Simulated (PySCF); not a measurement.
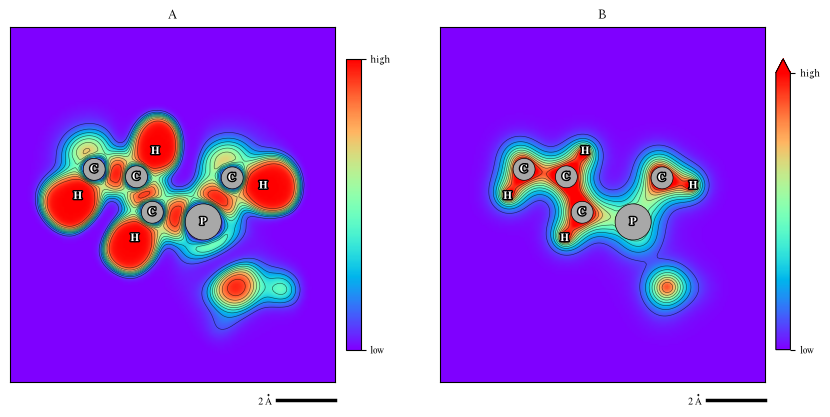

C8H13FP (charge +1): 2 fields on the plane of atoms P4, C5 and H18, with unlabelled colour scales. Grey discs cover the atomic cores.

Geometry: GFN2-xTB.

Computed with PySCF 2.14.0, PBE0/pcSseg-1, SCF density, gas phase, non-relativistic.

```yaml
atoms:
  - { symbol: C, position_ang: [3.7466, 0.3098, 0.0783] }
  - { symbol: C, position_ang: [2.3956, -0.2678, -0.0679] }
  - { symbol: C, position_ang: [1.2676, 0.3980, 0.1891] }
  - { symbol: P, position_ang: [-0.3725, -0.2818, 0.0242] }
  - { symbol: C, position_ang: [-0.3575, -2.0056, -0.5290] }
  - { symbol: C, position_ang: [-1.3487, -0.0742, 1.5000] }
  - { symbol: C, position_ang: [-2.4557, 0.6156, 1.2063] }
  - { symbol: F, position_ang: [-3.3761, 0.9125, 2.1017] }
  - { symbol: C, position_ang: [-2.7068, 1.0713, -0.1944] }
  - { symbol: C, position_ang: [-1.4520, 0.7688, -1.0281] }
  - { symbol: H, position_ang: [4.3258, -0.2827, 0.7865] }
  - { symbol: H, position_ang: [3.7150, 1.3415, 0.4160] }
  - { symbol: H, position_ang: [4.2731, 0.2583, -0.8744] }
  - { symbol: H, position_ang: [2.3570, -1.2945, -0.4104] }
  - { symbol: H, position_ang: [1.2845, 1.4241, 0.5379] }
  - { symbol: H, position_ang: [0.1681, -2.6208, 0.2012] }
  - { symbol: H, position_ang: [0.1375, -2.0795, -1.4971] }
  - { symbol: H, position_ang: [-1.3855, -2.3572, -0.6176] }
  - { symbol: H, position_ang: [-1.0864, -0.4462, 2.4746] }
  - { symbol: H, position_ang: [-3.5884, 0.5525, -0.5806] }
  - { symbol: H, position_ang: [-2.9497, 2.1362, -0.1945] }
  - { symbol: H, position_ang: [-0.9092, 1.6849, -1.2727] }
  - { symbol: H, position_ang: [-1.6873, 0.2638, -1.9659] }
```

### The panels show electron density and electron localisation function in some order. Assign them.

Panel A: electron localisation function. Panel B: electron density. From the grid: C–C (1.33 Å): ρ is about 2.3 e/Å³ halfway; the ELF peaks at about 0.90 between the atoms: a multiple bond. C–P (1.78 Å): the density is about 1.2 e/Å³ at the midpoint; the ELF peaks at about 0.95 between the atoms; a covalent bond.
